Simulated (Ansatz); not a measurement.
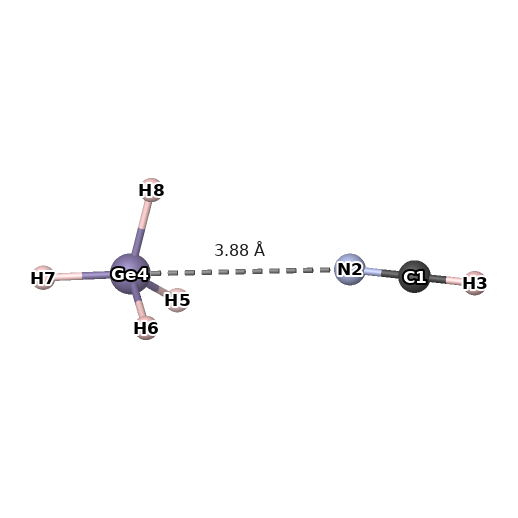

Two molecules or ions; the broken line marks their closest contact (measured against van der Waals radii). Geometry: a pair of rigid molecules at a changed separation. Program: Ansatz 0.2.0.

Question: Which two species are they?

Answer: CHN and GeH4 (`C#N.[GeH4]`).

Give the counterpoise-corrected interaction energy (kcal/mol, monomers kept as in the pair) with RHF-CCSD(T) (frozen core)/def2-TZVPPD; r2SCAN-D4/def2-TZVPPD.

```json
{"level": "RHF-CCSD(T) (frozen core)/def2-TZVPPD", "interaction energy (kcal/mol)": "−1.0"}
{"level": "r2SCAN-D4/def2-TZVPPD", "interaction energy (kcal/mol)": "−0.8"}
```
